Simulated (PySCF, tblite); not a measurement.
# C₆H₁₅NOSi: geometry, infrared bands and NMR shifts

Wanted: the infrared bands and NMR shifts of C₆H₁₅NOSi (`C[Si]1(C)C[C@@H](CN)CO1`), by calculation.

Computed with tblite 0.8.0 and PySCF 2.14.0, with density-fitted response routines of our own, on a single molecule in the gas phase. Atoms are numbered from 0 throughout.

## (1) The molecule as given

24 atoms, charge 0, multiplicity 1; geometry from: force field or distance geometry start.

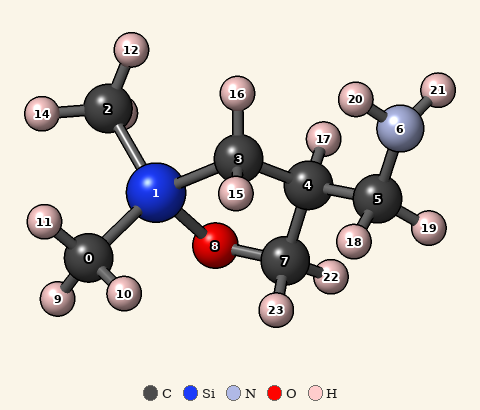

As it starts; carbon dark grey, silicon blue, nitrogen light blue, oxygen red, hydrogen pink, atoms numbered; sticks join atoms by distance.

## (2) Optimising the geometry with GFN2-xTB

Job settings and geometry (Å):

```
{"job": {"kind": "relax", "xc": "GFN2-xTB", "basis": "xTB"}, "charge": 0, "multiplicity": 1}
C     -2.284800    -1.529100    -0.410200
Si    -1.445900     0.083400    -0.088600
C     -2.414700     1.293100     0.888400
C      0.227400    -0.287800     0.703300
C      1.092600     0.476500    -0.265100
C      2.464600    -0.158400    -0.221200
N      3.077500    -0.106200     1.072300
C      0.476600     0.364800    -1.625200
O     -0.839600     0.811800    -1.532300
H     -3.011600    -1.382400    -1.251500
H     -1.532300    -2.275200    -0.708600
H     -2.807200    -1.893800     0.505800
H     -1.904700     1.570100     1.839100
H     -2.536200     2.237300     0.279900
H     -3.437100     0.878800     1.057300
H      0.433600    -1.366200     0.628500
H      0.294900     0.097600     1.737300
H      1.146600     1.542300     0.026700
H      2.282800    -1.245700    -0.431000
H      3.136200     0.203200    -1.010500
H      2.529300    -0.481200     1.860800
H      3.551500     0.800200     1.285500
H      0.976000     1.069000    -2.342500
H      0.512600    -0.682200    -1.990600
```

On the command line:

```bash
OMP_NUM_THREADS=1 python probes_run.py task.json out
```

This one command runs all jobs of the session in turn.

What it wrote:

```text
step      E/eV     max force
  0    -794.74016    2.263
  1    -795.07745    0.947
  2    -795.18380    0.947
  3    -795.26706    0.706
  4    -795.32965    0.525
  5    -795.35678    0.344
  6    -795.38764    0.415
  7    -795.41317    0.432
  8    -795.43603    0.344
  9    -795.45291    0.236
 10    -795.46418    0.209
 11    -795.47163    0.177
 12    -795.47666    0.148
 13    -795.48016    0.144
 14    -795.48377    0.135
 15    -795.48817    0.138
 16    -795.49303    0.172
 17    -795.49731    0.159
 18    -795.50069    0.125
 19    -795.50391    0.144
 20    -795.50773    0.225
 21    -795.51198    0.227
 22    -795.51584    0.128
 23    -795.51897    0.098
 24    -795.52175    0.133
 25    -795.52445    0.172
 26    -795.52679    0.123
 27    -795.52869    0.096
 28    -795.53029    0.090
 29    -795.53172    0.124
 30    -795.53296    0.103
 31    -795.53399    0.080
 32    -795.53486    0.063
 33    -795.53566    0.091
 34    -795.53641    0.091
 35    -795.53712    0.075
 36    -795.53786    0.083
 37    -795.53859    0.061
 38    -795.53916    0.062
 39    -795.53952    0.036
 40    -795.53976    0.036
 41    -795.54002    0.037
 42    -795.54031    0.050
 43    -795.54062    0.039
 44    -795.54094    0.037
 45    -795.54133    0.043
 46    -795.54180    0.049
 47    -795.54231    0.047
 48    -795.54275    0.046
 49    -795.54311    0.037
 50    -795.54346    0.037
 51    -795.54381    0.036
 52    -795.54408    0.028
 53    -795.54425    0.029
 54    -795.54436    0.028
 55    -795.54448    0.027
 56    -795.54461    0.022
 57    -795.54474    0.027
 58    -795.54490    0.029
 59    -795.54511    0.039
 60    -795.54534    0.032
 61    -795.54555    0.032
 62    -795.54571    0.033
 63    -795.54587    0.033
 64    -795.54608    0.035
 65    -795.54630    0.036
 66    -795.54648    0.033
 67    -795.54660    0.026
 68    -795.54672    0.022
 69    -795.54687    0.023
 70    -795.54702    0.027
 71    -795.54717    0.031
 72    -795.54731    0.031
 73    -795.54748    0.029
 74    -795.54772    0.029
 75    -795.54795    0.030
 76    -795.54812    0.026
 77    -795.54823    0.027
 78    -795.54836    0.027
 79    -795.54853    0.026
 80    -795.54872    0.033
 81    -795.54893    0.038
 82    -795.54916    0.035
 83    -795.54941    0.030
 84    -795.54966    0.039
 85    -795.54992    0.041
 86    -795.55017    0.051
 87    -795.55051    0.046
 88    -795.55105    0.045
 89    -795.55177    0.063
 90    -795.55223    0.045
 91    -795.55259    0.041
 92    -795.55277    0.050
 93    -795.55297    0.047
 94    -795.55317    0.030
 95    -795.55340    0.029
 96    -795.55354    0.031
 97    -795.55375    0.033
 98    -795.55398    0.036
 99    -795.55423    0.046
100    -795.55453    0.054
101    -795.55495    0.058
102    -795.55534    0.094
103    -795.55605    0.110
104    -795.55692    0.077
105    -795.55795    0.063
106    -795.55820    0.052
107    -795.55868    0.061
108    -795.55910    0.056
109    -795.55961    0.043
110    -795.55991    0.030
111    -795.56020    0.043
112    -795.56049    0.045
113    -795.56076    0.036
114    -795.56090    0.039
115    -795.56103    0.040
116    -795.56118    0.032
117    -795.56137    0.024
118    -795.56155    0.021
119    -795.56173    0.023
120    -795.56190    0.026
121    -795.56210    0.024
122    -795.56233    0.024
123    -795.56251    0.023
124    -795.56262    0.023
125    -795.56271    0.020
126    -795.56281    0.021
127    -795.56293    0.021
128    -795.56305    0.023
129    -795.56319    0.028
130    -795.56338    0.030
131    -795.56366    0.031
132    -795.56400    0.036
133    -795.56427    0.043
134    -795.56449    0.041
135    -795.56467    0.035
136    -795.56498    0.037
137    -795.56521    0.039
138    -795.56552    0.037
139    -795.56574    0.029
140    -795.56591    0.022
141    -795.56603    0.021
142    -795.56612    0.020
143    -795.56619    0.021
144    -795.56626    0.016
145    -795.56636    0.021
146    -795.56646    0.029
147    -795.56663    0.035
148    -795.56683    0.031
149    -795.56706    0.026
150    -795.56734    0.027
151    -795.56763    0.029
152    -795.56787    0.031
153    -795.56806    0.030
154    -795.56824    0.031
155    -795.56829    0.055
156    -795.56851    0.026
157    -795.56863    0.026
158    -795.56884    0.019
159    -795.56891    0.015
160    -795.56898    0.013
161    -795.56901    0.010
```

Wall time 2.6 s (1 thread of Arm Neoverse N1, shared host); peak memory 0.18 GiB.

Step by step: (not every step is listed)

```csv
step,energy from step 0 (eV),largest force (eV/Å)
0,0.0000,2.2633
1,-0.3373,0.9470
2,-0.4436,0.9471
3,-0.5269,0.7056
4,-0.5895,0.5247
5,-0.6166,0.3438
6,-0.6475,0.4151
7,-0.6730,0.4324
8,-0.6959,0.3443
22,-0.7757,0.1279
36,-0.7977,0.0833
50,-0.8033,0.0367
64,-0.8059,0.0354
78,-0.8082,0.0269
92,-0.8126,0.0498
106,-0.8180,0.0523
120,-0.8217,0.0256
134,-0.8243,0.0410
148,-0.8267,0.0310
156,-0.8284,0.0262
157,-0.8285,0.0264
158,-0.8287,0.0188
159,-0.8288,0.0154
160,-0.8288,0.0129
161,-0.8289,0.0099
```

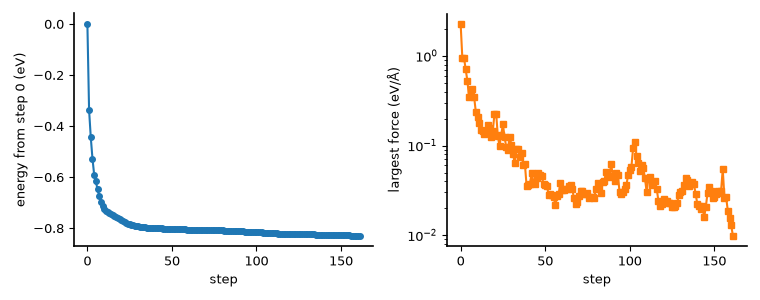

Energy and largest force along the relaxation.

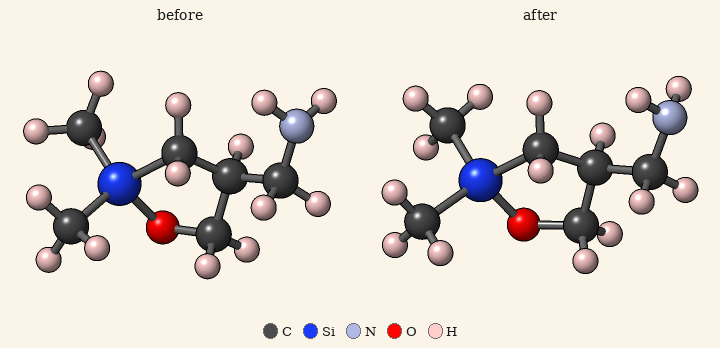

The geometry before (left) and after (right).

Distances of close pairs at the start and the end, largest changes first:

| bond | before (Å) | after (Å) | change (Å) |
| --- | --- | --- | --- |
| Si1–O8 | 1.727 | 1.648 | -0.079 |
| Si1–C2 | 1.832 | 1.900 | +0.068 |
| C0–Si1 | 1.846 | 1.901 | +0.055 |
| C2–H13 | 1.130 | 1.085 | -0.045 |
| C0–H9 | 1.121 | 1.085 | -0.036 |
| C4–C7 | 1.497 | 1.533 | +0.036 |
| C2–H14 | 1.116 | 1.084 | -0.032 |
| C0–H11 | 1.116 | 1.084 | -0.031 |

The final coordinates are the input of the step that follows.

## (3) Harmonic vibrations with GFN2-xTB

Job settings and geometry (Å):

```
{"job": {"kind": "ir", "xc": "GFN2-xTB", "basis": "xTB"}, "charge": 0, "multiplicity": 1}
C     -2.567219    -1.539323    -0.419841
Si    -1.469799    -0.020204    -0.103238
C     -2.436340     1.362539     0.771787
C      0.220611    -0.428539     0.692104
C      1.176873     0.394632    -0.175920
C      2.619528    -0.132526    -0.181700
N      3.310636    -0.049702     1.091240
C      0.577433     0.413509    -1.586815
O     -0.818684     0.547473    -1.506437
H     -3.405022    -1.266147    -1.052688
H     -2.029118    -2.340134    -0.917938
H     -2.971628    -1.932662     0.506337
H     -1.793124     2.174827     1.096908
H     -3.180965     1.781956     0.103118
H     -2.955587     0.979144     1.643100
H      0.455522    -1.489480     0.595595
H      0.315490    -0.167740     1.743733
H      1.177118     1.426496     0.195931
H      2.619991    -1.183258    -0.487408
H      3.207746     0.430024    -0.913699
H      2.805453    -0.578663     1.794425
H      3.351618     0.914695     1.404929
H      0.963797     1.246176    -2.180522
H      0.813936    -0.523326    -2.105447
```

What it wrote:

```text
mode    cm-1     km/mol
  1      49.8      0.04
  2      78.4      0.11
  3      86.9      0.02
  4      98.0      0.05
  5     124.1      2.61
  6     157.2      2.32
  7     162.8      3.35
  8     173.2      4.37
  9     229.3      2.55
 10     244.7     17.91
 11     305.0     41.01
 12     355.8      5.60
 13     416.2     18.34
 14     444.6     19.12
 15     558.1      2.09
 16     662.1     10.19
 17     738.2     13.72
 18     748.0     15.11
 19     770.0      5.89
 20     781.4      8.82
 21     789.1      0.88
 22     840.5    173.60
 23     855.0     72.68
 24     856.3    175.97
 25     877.6    209.53
 26     910.6     68.92
 27     957.8    165.25
 28     998.5     63.49
 29    1028.3     27.45
 30    1066.1     68.66
 31    1097.2    124.80
 32    1121.2     22.88
 33    1134.0      7.11
 34    1162.3      6.68
 35    1220.9      6.51
 36    1234.9      1.10
 37    1269.4     17.58
 38    1317.5      0.48
 39    1325.9      4.23
 40    1331.5      8.70
 41    1338.5      9.79
 42    1371.1     23.67
 43    1375.0     14.05
 44    1478.2      0.10
 45    1481.5      1.37
 46    1482.9      1.22
 47    1483.3      0.37
 48    1486.2      0.98
 49    1487.9      1.12
 50    1493.6      0.22
 51    1573.7     25.10
 52    2900.1     20.99
 53    2915.8     69.33
 54    2945.2     31.65
 55    2953.4     60.17
 56    2957.9     67.55
 57    2977.7     62.71
 58    3012.3     31.40
 59    3039.1     19.46
 60    3042.1     27.14
 61    3050.6      3.83
 62    3054.6     46.21
 63    3057.4      1.75
 64    3061.6     49.01
 65    3383.5     11.90
 66    3414.1      8.38
```

Run time: 2 s. Hardware: 1 thread of Arm Neoverse N1, shared host; peak memory 0.18 GiB.

The strongest bands and the atoms that carry them (share of the mass-weighted mode):

| cm⁻¹ | km/mol | atoms |
| --- | --- | --- |
| 840 | 173.6 | Si1 25 %, H10 15 %, H12 13 % |
| 855 | 72.7 | C3 13 %, Si1 10 % |
| 856 | 176.0 | Si1 10 %, H19 10 %, H9 10 % |
| 878 | 209.5 | Si1 29 %, H14 11 % |
| 911 | 68.9 | C7 16 %, H22 15 %, H21 11 %, C3 11 % |
| 958 | 165.2 | H21 25 %, N6 18 %, H20 16 % |
| 1097 | 124.8 | C7 20 %, C4 20 %, O8 17 %, H15 13 % |
| 2916 | 69.3 | H17 80 %, H23 11 % |

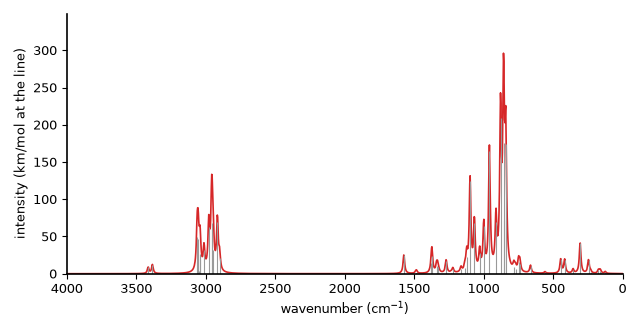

The infrared spectrum from these modes, unscaled. Lines are broadened to a width of 14 cm⁻¹ (Lorentzian).

## (4) NMR shieldings: PBE0/pcSseg-1

Same as in step 3 but for these lines:

```diff
@@ -1,2 +1,2 @@
-{"job": {"kind": "ir", "xc": "GFN2-xTB", "basis": "xTB"}, "charge": 0, "multiplicity": 1}
+{"job": {"kind": "nmr", "xc": "PBE0", "basis": "pcSseg-1"}, "charge": 0, "multiplicity": 1}
 C     -2.567219    -1.539323    -0.419841
```

Method: GIAO PBE0/pcSseg-1 NMR shielding, non-relativistic, gas phase.

What it wrote:

```text
coarse grid: 19592 points
cycle   1  E = -656.3833477300  dE =  9.768e-01  |g| = 8.274e-01  |ddm| = 4.279e+00
cycle   2  E = -656.2805771903  dE =  1.028e-01  |g| = 1.122e+00  |ddm| = 1.834e+00
cycle   3  E = -656.5230213189  dE = -2.424e-01  |g| = 1.510e-01  |ddm| = 1.236e+00
cycle   4  E = -656.5272875122  dE = -4.266e-03  |g| = 3.911e-02  |ddm| = 1.504e-01
cycle   5  E = -656.5276135269  dE = -3.260e-04  |g| = 7.803e-03  |ddm| = 3.727e-02
cycle   6  E = -656.5276242584  dE = -1.073e-05  |g| = 2.951e-03  |ddm| = 9.189e-03
cycle   7  E = -656.5276261668  dE = -1.908e-06  |g| = 3.254e-04  |ddm| = 2.636e-03
final grid: 181960 points
cycle   8  E = -656.5896054522  dE = -6.076e-05  |g| = 1.272e-02  |ddm| = 3.971e-02
cycle   9  E = -656.5895788368  dE =  2.662e-05  |g| = 1.735e-02  |ddm| = 2.401e-02
cycle  10  E = -656.5896408026  dE = -6.197e-05  |g| = 2.039e-03  |ddm| = 1.463e-02
cycle  11  E = -656.5896416142  dE = -8.116e-07  |g| = 2.065e-04  |ddm| = 2.018e-03
cycle  12  E = -656.5896416216  dE = -7.433e-09  |g| = 6.837e-05  |ddm| = 2.683e-04
cycle  13  E = -656.5896416225  dE = -8.740e-10  |g| = 2.749e-05  |ddm| = 8.581e-05
converged SCF energy = -656.5896416225

GIAO shielding tensors (ppm)
atom      isotropic    diamagn.    paramagn.     s11        s22        s33       span
  0 C      186.347     255.176     -68.829    178.394    185.335    195.311     16.917
  1 Si     313.049     882.186    -569.137    282.286    298.602    358.259     75.973
  2 C      186.046     255.703     -69.657    178.082    185.116    194.941     16.859
  3 C      167.521     257.683     -90.162    150.134    168.173    184.256     34.123
  4 C      136.313     254.877    -118.564    113.138    130.635    165.165     52.027
  5 C      134.715     244.980    -110.265    111.665    138.800    153.680     42.015
  6 N      230.416     318.517     -88.101    200.232    233.062    257.956     57.724
  7 C      113.131     246.417    -133.285     72.573    108.454    158.367     85.794
  8 O      281.841     399.741    -117.899    243.626    267.573    334.325     90.699
  9 H       31.349      29.274       2.075     27.028     28.683     38.336     11.308
 10 H       31.599      32.538      -0.939     26.708     29.855     38.233     11.525
 11 H       31.828      30.688       1.140     27.741     29.084     38.658     10.918
 12 H       31.611      33.524      -1.912     26.641     30.280     37.914     11.273
 13 H       31.375      29.814       1.562     27.191     28.634     38.301     11.109
 14 H       31.945      30.805       1.140     27.763     29.107     38.965     11.202
 15 H       31.684      36.133      -4.449     26.693     31.107     37.251     10.558
 16 H       30.691      35.849      -5.158     26.440     29.629     36.004      9.564
 17 H       30.122      36.622      -6.500     27.139     28.474     34.753      7.614
 18 H       29.593      31.025      -1.432     24.366     30.318     34.095      9.729
 19 H       28.773      29.749      -0.976     22.686     29.404     34.229     11.543
 20 H       30.737      33.510      -2.773     23.830     30.222     38.159     14.329
 21 H       31.570      32.320      -0.750     25.363     28.432     40.916     15.553
 22 H       27.518      31.179      -3.660     22.336     27.451     32.768     10.432
 23 H       28.374      32.701      -4.327     22.880     28.499     33.743     10.862
```

Run time: 1.7 min. Hardware: 1 thread of Arm Neoverse N1, shared host; peak memory 1.1 GiB.

The references, computed at this level on geometries of the same kind, shield at (ppm): ¹H TMS 31.72, ¹³C TMS 186.9, ²⁹Si TMS 349.2, ¹⁵N NH3 267.7, ¹⁷O H2O 336.1. Their shielding less the atom's gives the shift. The references are single molecules in the gas phase, so shifts against H2O, NH3, PH3, H3PO4 or CFCl3 are not on the usual liquid scales and can be off by tens of ppm. Atoms listed in one row are averaged.

```csv
atoms,environment,σ (ppm),δ (ppm),δ scaled to CDCl3
C7,sp3 CH2 bonded to O,113.1,73.8,70.1
C5,sp3 CH2 bonded to N,134.7,52.2,49.0
C4,sp3 CH in a ring,136.3,50.6,47.5
C3,sp3 CH2 bonded to Si,167.5,19.4,17.0
C2,methyl carbon bonded to Si,186.0,0.9,-1.1
C0,methyl carbon bonded to Si,186.3,0.6,-1.4
H22,hydrogen on an sp3 CH2 bonded to O,27.52,4.20,4.06
H23,hydrogen on an sp3 CH2 bonded to O,28.37,3.34,3.26
H19,hydrogen on an sp3 CH2 bonded to N,28.77,2.94,2.88
H18,hydrogen on an sp3 CH2 bonded to N,29.59,2.12,2.11
H17,hydrogen on an sp3 CH in a ring,30.12,1.59,1.61
H16,hydrogen on an sp3 CH2 bonded to Si,30.69,1.03,1.07
"H20, H21",hydrogen on an amine nitrogen,31.15,0.56,–
"H9, H10, H11",hydrogen on a methyl carbon bonded to Si,31.59,0.13,0.22
"H12, H13, H14",hydrogen on a methyl carbon bonded to Si,31.64,0.07,0.17
H15,hydrogen on an sp3 CH2 bonded to Si,31.68,0.03,0.14
Si1,"silicon bonded to 3 C, O, in a 5-membered ring",313.0,36.1,–
N6,amine nitrogen,230.4,37.3,–
O8,"oxygen bonded to C, Si, in a 5-membered ring",281.8,54.2,–
```

The scaled column applies a straight-line fit of computed shieldings to shifts measured in CDCl3 (root-mean-square error 0.16 ppm for H, 1.9 ppm for C).

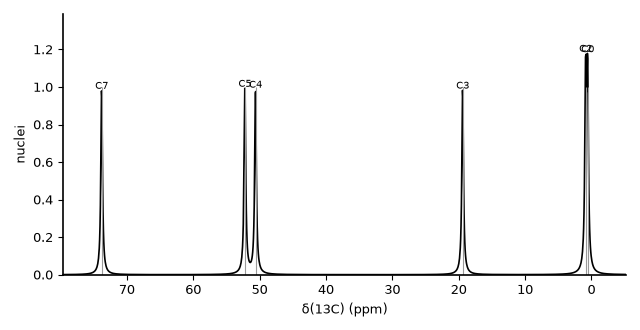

¹³C lines at the computed shifts, without couplings. Lines are broadened to a width of 0.29 ppm (Lorentzian).

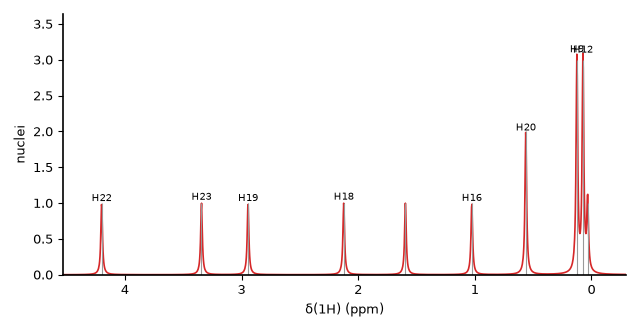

¹H lines at the computed shifts, without couplings. Lines are broadened to a width of 0.02 ppm (Lorentzian).

Charges from the same density, by scheme (e):

```csv
atoms,Mulliken,IAO,Hirshfeld,ESP fit
C0,-0.64,-0.74,-0.22,-0.84
Si1,1.13,1.26,0.46,1.09
C2,-0.63,-0.74,-0.22,-0.81
C3,-0.51,-0.57,-0.18,-0.56
C4,-0.44,-0.13,-0.04,0.08
C5,0.03,-0.14,-0.03,0.27
N6,-0.45,-0.57,-0.24,-0.96
C7,0.19,-0.05,0.00,-0.02
O8,-0.64,-0.65,-0.24,-0.51
```

ESP fit charges:

C0 -0.84; Si1 1.09; C2 -0.81; C3 -0.56; C4 0.08; C5 0.27; N6 -0.96; C7 -0.02; O8 -0.51; H9 0.20; H10 0.20; H11 0.18; H12 0.19; H13 0.19; H14 0.18; H15 0.14; H16 0.09; H17 0.03; H18 0.02; H19 0.00; H20 0.36; H21 0.35; H22 0.07; H23 0.04

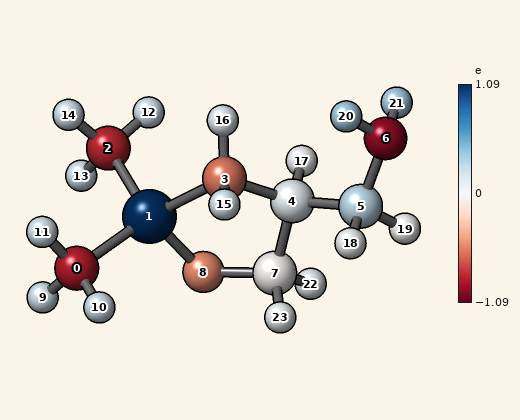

ESP fit charges, as colours on the atoms.

Mayer bond orders: C0–Si1 0.95, Si1–C2 0.95, Si1–C3 0.87, C3–C4 0.99, C4–C5 1.00, C5–N6 1.04, C4–C7 1.00, C7–O8 0.90, O8–Si1 0.98.

Ring of atoms Si1, C3, C4, C7, O8: NICS(0) -5.5, NICS(1) -3.2, NICS(1)zz -2.5 ppm (means of both faces).

## (5) Outcome

| quantity | value |
| --- | --- |
| strongest single infrared mode (GFN2-xTB) | 878 cm⁻¹, 210 km/mol |
| zero-point energy (GFN2-xTB) | 129.2 kcal/mol |
| ¹³C shifts against TMS (PBE0/pcSseg-1) | 73.8, 52.2, 50.6, 19.4, 0.9, 0.6 ppm |
| ¹H shifts against TMS (PBE0/pcSseg-1, means over atoms taken as alike) | 4.20, 3.34, 2.94, 2.12, 1.59, 1.03, 0.56, 0.13, 0.07, 0.03 ppm |
| ²⁹Si shifts against TMS (PBE0/pcSseg-1) | 36.1 ppm |
| ¹⁵N shifts against NH3 (PBE0/pcSseg-1) | 37.3 ppm |
| ¹⁷O shifts against H2O (PBE0/pcSseg-1) | 54.2 ppm |

In words: Relaxing lowered the energy by 0.829 eV in 161 steps; the close pair that moved most is Si1–O8, from 1.727 to 1.648 Å. All 66 modes are real, so the xTB geometry is a minimum. The strongest single mode, at 878 cm⁻¹, is spread over many atoms; the largest shares are those of Si1, H14. GFN2-xTB is a fitted tight-binding method: band positions and strengths are rough. Its intensities can rank the bands wrongly. C7 (sp3 CH2 bonded to O) lies farthest downfield among carbon, at 73.8 ppm; pulled downfield by the heteroatom.
